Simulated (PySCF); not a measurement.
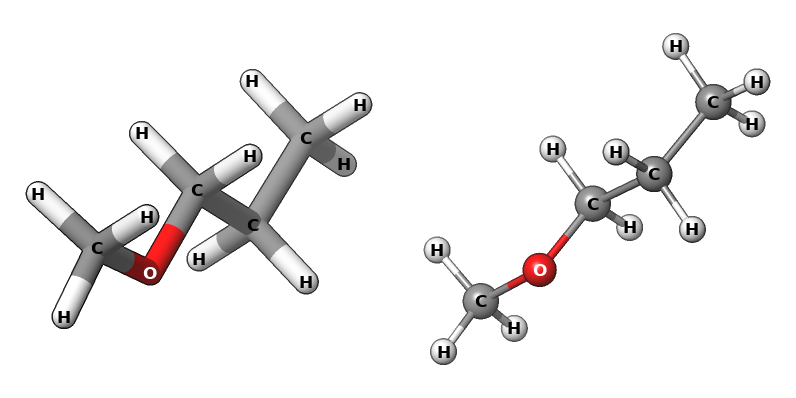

Both panels show the same species.

The computed structure is the end point of a GFN2-xTB optimisation. No frequency run is at hand to confirm it as a minimum.

What does the picture show?

Formula C₄H₁₀O. As SMILES it reads `CCCOC`. It has no ring. Among its groups: ether. This geometry has Cs symmetry. Coordination: 4 C tetrahedral; 1 O bent.

The parts below concern this one geometry. Atoms keep their numbers from picture to picture.

Electronic properties

No frequency run is at hand to confirm it as a minimum. Properties computed with PBE0/pcSseg-1, gas phase (PySCF 2.14.0).

Computed properties:

- dipole moment: 1.19 D
- HOMO energy (Kohn–Sham orbital): −7.28 eV
- LUMO energy (Kohn–Sham orbital): 1.57 eV
- HOMO–LUMO gap: 8.85 eV

Bond orders

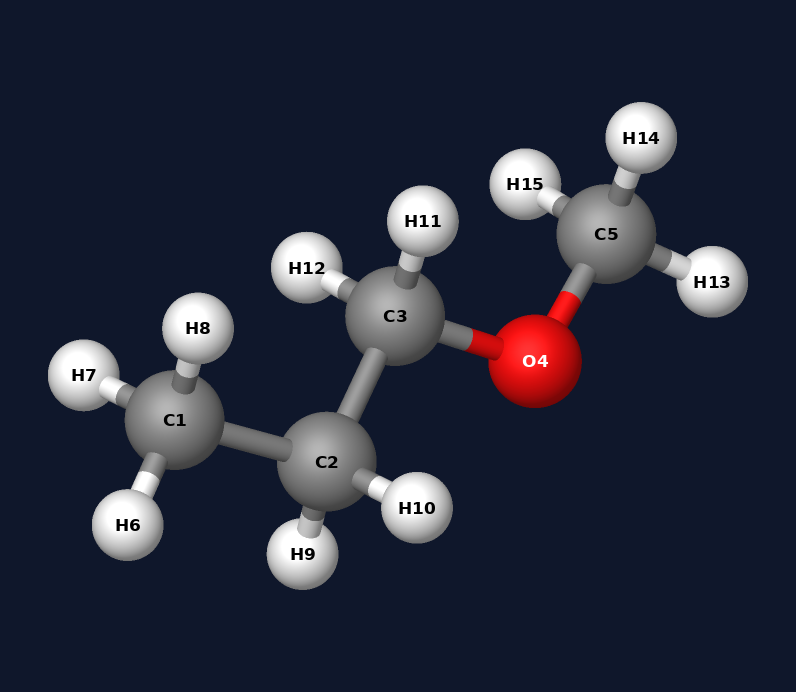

Every bond is drawn as one stick. No frequency run is at hand to confirm it as a minimum. Method: PBE0/pcSseg-1 (PySCF 2.14.0).

List the Mayer bond orders of C1–C2, C1–H6, C1–H7, C2–C3, C2–H9, C3–O4, C3–H11, O4–C5, C5–H13, C5–H14 (one bond of each equivalent set).

```csv
bond,Mayer order,length (Å)
C1–C2,1.05,1.523
C1–H6,0.97,1.087
C1–H7,0.97,1.088
C2–C3,1.03,1.524
C2–H9,0.95,1.091
C3–O4,0.92,1.410
C3–H11,0.94,1.103
O4–C5,0.94,1.402
C5–H13,0.97,1.088
C5–H14,0.96,1.098
```

NMR shielding

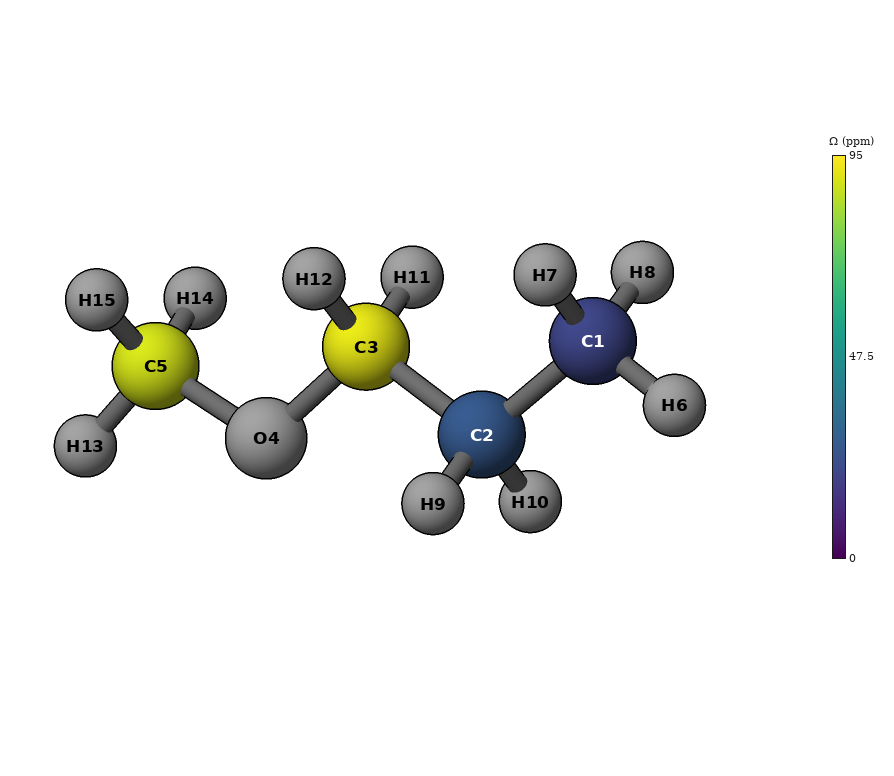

The C atoms are coloured by the span of their shielding tensor. No frequency run is at hand to confirm it as a minimum. Properties computed with GIAO PBE0/pcSseg-1 NMR shielding, non-relativistic, gas phase (PySCF 2.14.0). Principal shieldings σ11 ≤ σ22 ≤ σ33, span Ω = σ33 − σ11, skew κ = 3(σiso − σ22)/Ω.

Give the shielding tensors of the C atoms.

| atom | σ11 | σ22 | σ33 | σiso | Ω | κ |
| --- | --- | --- | --- | --- | --- | --- |
| C1 | 168.1 | 169.1 | 188.4 | 175.2 | 20.2 | 0.90 |
| C2 | 144.4 | 162.3 | 170.9 | 159.2 | 26.4 | −0.35 |
| C3 | 69.2 | 89.5 | 160.3 | 106.3 | 91.1 | 0.56 |
| C5 | 94.9 | 97.7 | 183.5 | 125.4 | 88.6 | 0.94 |

Shieldings and span in ppm.
